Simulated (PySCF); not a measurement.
# C6H9NOSi: what the fields show

```yaml
atoms:
  - { symbol: C, position_ang: [2.1159, 0.0414, 1.6970] }
  - { symbol: C, position_ang: [1.5498, -0.0569, 0.6467] }
  - { symbol: C, position_ang: [0.8538, -0.1186, -0.6243] }
  - { symbol: C, position_ang: [0.7708, 1.3341, -1.0920] }
  - { symbol: O, position_ang: [1.6259, 1.9148, -1.7115] }
  - { symbol: N, position_ang: [-0.3960, 1.9023, -0.6742] }
  - { symbol: Si, position_ang: [-1.5608, 0.8528, 0.0778] }
  - { symbol: C, position_ang: [-0.5728, -0.6779, -0.4799] }
  - { symbol: C, position_ang: [-0.6407, -1.9149, 0.4055] }
  - { symbol: H, position_ang: [2.6264, 0.1046, 2.6111] }
  - { symbol: H, position_ang: [1.4600, -0.6968, -1.3293] }
  - { symbol: H, position_ang: [-0.4945, 2.8850, -0.8780] }
  - { symbol: H, position_ang: [-2.8552, 1.0125, -0.5794] }
  - { symbol: H, position_ang: [-1.6084, 1.0680, 1.5227] }
  - { symbol: H, position_ang: [-0.9078, -0.9634, -1.4838] }
  - { symbol: H, position_ang: [-0.0026, -2.7063, 0.0138] }
  - { symbol: H, position_ang: [-1.6613, -2.2895, 0.4505] }
  - { symbol: H, position_ang: [-0.3113, -1.6849, 1.4157] }
```

Geometry: GFN2-xTB.

Computed with PySCF 2.14.0, PBE0/pcSseg-1, SCF density, gas phase, non-relativistic.

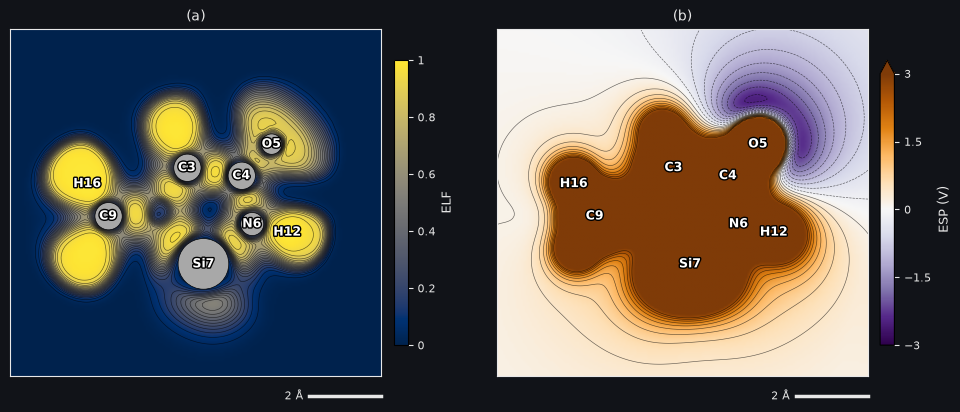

Figure 1. (a) ELF; (b) molecular electrostatic potential on the plane of atoms C4, N6 and Si7. Grey discs cover the atomic cores in the ELF map.

### What do the fields say about this system?

Atoms in the plane: C, O, N, Si and H.
C–O (1.21 Å): the ELF peaks at about 0.85 between the atoms; a short, multiple covalent bond.
C–N (1.36 Å): the ELF peaks at about 0.90 between the atoms (a covalent bond).
Si–N (1.74 Å): the ELF peaks at about 0.90 between the atoms (a polar covalent bond).
N–H (1.01 Å): the ELF climbs to about 1 towards the hydrogen, as it does in any bond to H: an ordinary covalent bond to hydrogen.
The ELF also peaks beside O5, away from the bonds: lone-pair regions.
Outside the dense part of the molecule the potential is most negative (−2.5 V) near O5.

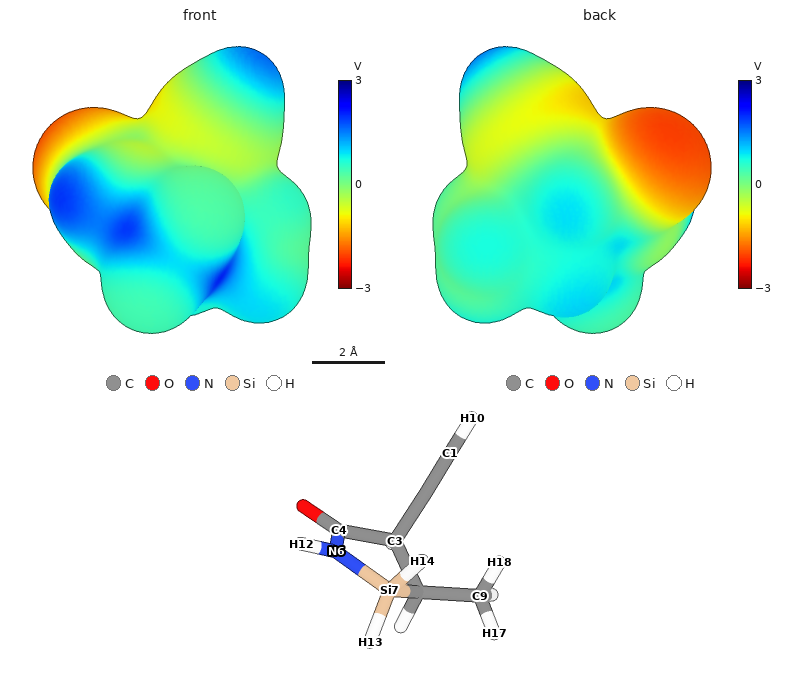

Figure 2. The molecular electrostatic potential painted on the density surface at 0.002 e/bohr³, seen from the front and from behind; the colour scale runs from red (negative) to blue (positive). The bare structure is drawn below in the same view.

### Describe the electrostatic potential map.

The most negative region (about −2.0 V) lies over O5, the most positive (about +1.9 V) over Si7 and H12. O5 is the likeliest acceptor of a hydrogen bond.

### How polar is the molecule by this calculation?

Its dipole moment is 3.82 D.
